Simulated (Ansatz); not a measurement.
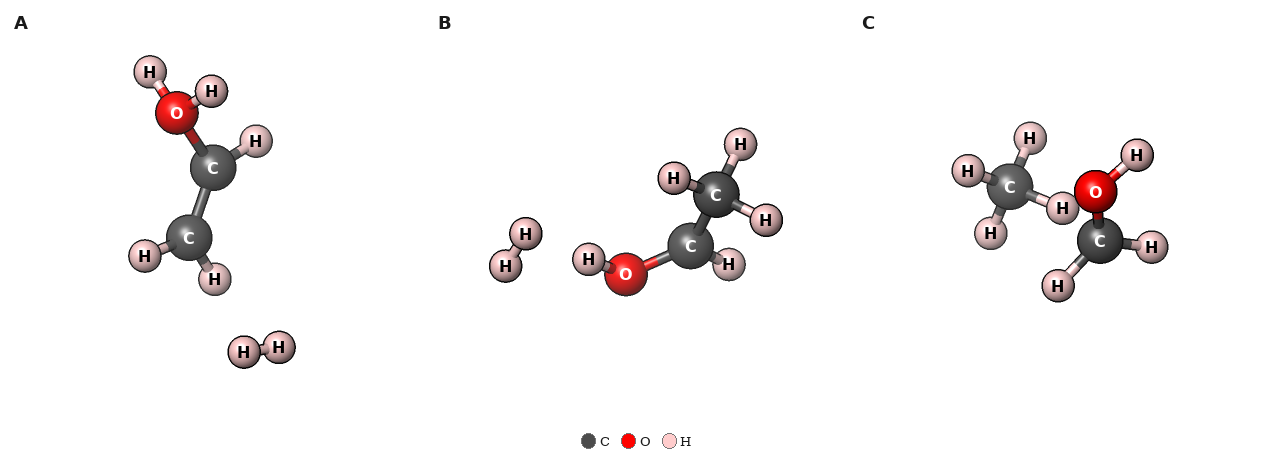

3 stationary structures of one formula. State: charge +1, singlet. Geometries: PBE-D4/def2-SVP. Electronic energies: PBE-D4/def2-SVP (Ansatz 0.2.0), without zero-point energy. No frequency run is at hand to confirm each as a minimum. Each is one conformer, not always the lowest.

> Which is lowest in energy, and by how much?

B is lowest; C lies 0.296 eV above it, A lies 1.333 eV above it.
